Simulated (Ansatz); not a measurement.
# B2FH4N (charge +1): rigid scan of one bond length from a Python script

How does the energy of B2FH4N (charge +1) change as one bond is stretched? The task is a rigid scan of one bond length, for B2FH4N (charge +1). SMILES: B[NH+]BF.

All numbers are computed with the Python package of Ansatz 0.2.0. Level of theory: r2SCAN0/def2-SVP.

## (1) Starting point

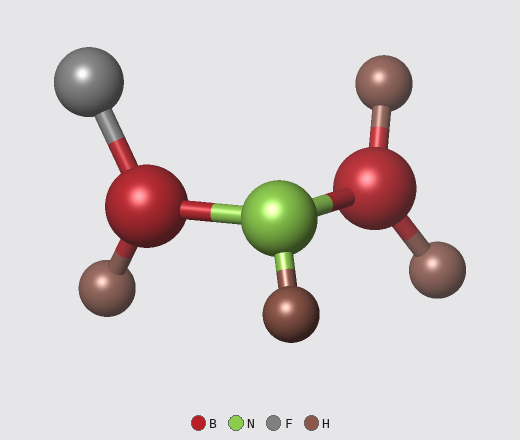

The starting structure, viewed from a chosen angle; boron red, nitrogen green, fluorine grey, hydrogen brown.

The script holds or builds the structure itself.

## (2) The script

The input, scan.py:

```python
import logging
import sys
import warnings

import ansatz as az
from ase import Atoms
import matplotlib.pyplot as plt
import numpy as np

logging.basicConfig(stream=sys.stdout, format="%(levelname)s %(message)s")
logger = logging.getLogger("run")
logger.setLevel(logging.INFO)

warnings.simplefilter("ignore", az.DeckWarning)

atoms = Atoms(["B", "N", "B", "F", "H", "H", "H", "H"], positions=[
    (1.2108, -0.1279, -0.0329),
    (-0.0172, 0.1249, 0.8327),
    (-1.2105, 0.2957, -0.0981),
    (-1.4506, 1.5788, -0.7184),
    (1.6477, 0.7352, -0.7129),
    (1.7101, -1.1993, -0.0626),
    (-0.1887, -0.7464, 1.3834),
    (-1.7015, -0.6609, -0.5913),
])
system = az.Crystal.molecule_from_ase(atoms)

symbols = [site.symbol for site in system.cartesian_sites]
start = np.array([site.position_ang for site in system.cartesian_sites])
axis = (start[4] - start[0]) / np.linalg.norm(start[4] - start[0])
moving = [4]
lengths, energies = [1.01, 1.09, 1.18, 1.3, 1.48, 1.77, 2.13, 2.6], []
for length in lengths:
    xyz = start.copy()
    xyz[moving] += (length - np.linalg.norm(start[4] - start[0])) * axis
    point = az.Crystal.molecule()
    for symbol, place in zip(symbols, xyz):
        point = point.atom(symbol, place.tolist())
    base = (
        point.calculation()
        .basis(gaussian="def2-SVP")
        .functional("r2scan0")
        .charge(1)
        .spin("collinear", total=1)
    )
    report = base.run().report
    energies.append(report["free_energy_ev"])
    logger.info(f"r = {length:6.3f} A  E = {energies[-1]:.5f} eV  <S^2> = {abs(report['mean_field']['state']['spin_squared']):.3f}")

print("energy above the lowest point (eV):", [round(e - min(energies), 3) for e in energies])
plt.figure(figsize=(4.5, 3))
plt.plot(lengths, np.array(energies) - min(energies), "o-")
plt.xlabel("bond length (A)")
plt.ylabel("E - E(min) (eV)")
plt.tight_layout()
plt.savefig("scan.png", dpi=100)
```

## (3) The input behind the calls

The engine receives this input (first run):

```yaml
crystal:
  periodic: [false, false, false]
  atoms:
    - { symbol: B, position_ang: [1.2108, -0.1279, -0.0329] }
    - { symbol: "N", position_ang: [-0.0172, 0.1249, 0.8327] }
    - { symbol: B, position_ang: [-1.2105, 0.2957, -0.0981] }
    - { symbol: F, position_ang: [-1.4506, 1.5788, -0.7184] }
    - { symbol: H, position_ang: [1.583977252968472, 0.60931512253854, -0.6137206271882832] }
    - { symbol: H, position_ang: [1.7101, -1.1993, -0.0626] }
    - { symbol: H, position_ang: [-0.1887, -0.7464, 1.3834] }
    - { symbol: H, position_ang: [-1.7015, -0.6609, -0.5913] }
basis:
  gaussian:
    orbitals: def2-SVP
hamiltonian:
  xc: r2scan0
magnetization:
  spin_polarized: true
  initial_magnetization: 1.0
total_charge: 1.0
```

## (4) Running it

Started as:

```sh
$ python scan.py
```

The program printed:

```text
INFO r =  1.010 A  E = -5606.97414 eV  <S^2> = 0.764
INFO r =  1.090 A  E = -5607.40629 eV  <S^2> = 0.765
INFO r =  1.180 A  E = -5607.57442 eV  <S^2> = 0.766
INFO r =  1.300 A  E = -5607.47121 eV  <S^2> = 0.769
INFO r =  1.480 A  E = -5606.97089 eV  <S^2> = 0.776
INFO r =  1.770 A  E = -5606.08571 eV  <S^2> = 0.797
INFO r =  2.130 A  E = -5605.46160 eV  <S^2> = 0.770
INFO r =  2.600 A  E = -5605.03499 eV  <S^2> = 0.751
energy above the lowest point (eV): [0.6, 0.168, 0.0, 0.103, 0.604, 1.489, 2.113, 2.539]
```

It took 67 s on 1 thread of Arm Neoverse V1, shared host; peak memory 0.31 GiB.

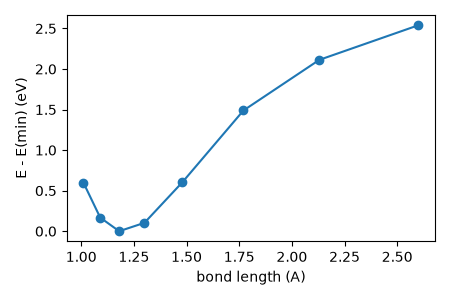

The script's own figure, scan.png.

## (5) What changed from run to run

The engine's inputs for some of the other runs:

Run 3, against run 1:

```diff
@@ -8 +8 @@
-    - { symbol: H, position_ang: [1.583977252968472, 0.60931512253854, -0.6137206271882832] }
+    - { symbol: H, position_ang: [1.6467892658443533, 0.7334008362331458, -0.7114825149328456] }
```

Run 5, against run 1:

```diff
@@ -8 +8 @@
-    - { symbol: H, position_ang: [1.583977252968472, 0.60931512253854, -0.6137206271882832] }
+    - { symbol: H, position_ang: [1.75763399444885, 0.9523756251059794, -0.8840034933056031] }
```

Run 6, against run 1:

```diff
@@ -8 +8 @@
-    - { symbol: H, position_ang: [1.583977252968472, 0.60931512253854, -0.6137206271882832] }
+    - { symbol: H, position_ang: [1.86478389876653, 1.1640512543497188, -1.0507737723992685] }
```

## (6) Run by run

The 8 runs, in the order started:

| run | distance (Å) | energy from run 3 (eV) | <S²> | SCF cycles | CPU time (s) |
| --- | --- | --- | --- | --- | --- |
| 1 | 1.01 | 0.6003 | 0.76 | 22 | 6.6 |
| 2 | 1.09 | 0.1681 | 0.76 | 22 | 7.2 |
| 3 | 1.18 | 0.0000 | 0.77 | 23 | 7.5 |
| 4 | 1.30 | 0.1032 | 0.77 | 22 | 7.2 |
| 5 | 1.48 | 0.6035 | 0.78 | 30 | 9.2 |
| 6 | 1.77 | 1.4887 | 0.80 | 32 | 9.3 |
| 7 | 2.13 | 2.1128 | 0.77 | 29 | 8.6 |
| 8 | 2.60 | 2.5394 | 0.75 | 33 | 9.4 |

## (7) Results

| quantity | value |
| --- | --- |
| runs compared | 8 |
| range of energy | 2.539 eV |
| lowest point, distance (Å) | 1.18 |

The lowest point, at 1.18, lies inside the range. The ends stand 0.6 and 2.54 eV above it. The distance scanned is the script's pair 0, 4. Notes:
- The rest of the molecule is held rigid at a force-field or estimated start geometry, and the basis set is modest; single-reference methods fail as a bond breaks.
- The species is open-shell (spin multiplicity 2).
- For an odd-electron ion, approximate functionals spread the charge over both fragments and lower the stretched end too much.
